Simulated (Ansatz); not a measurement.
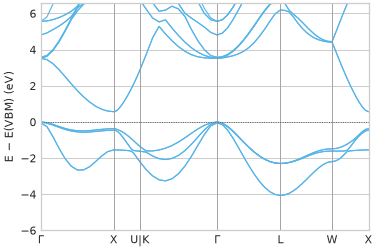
Figure: Band structure from r²SCAN with spin–orbit coupling (plane waves, PAW; program Ansatz)

Read off the gap and where the band edges lie.

About 0.6 eV (0.56 eV by a search for the band edges); maximum at Γ, minimum at X.

The material is YN (rock salt, Fm-3m).

The r²SCAN relaxation kept the symmetry of its start. No spin polarisation was allowed.

Potentials: the later of the program's two PAW sets.
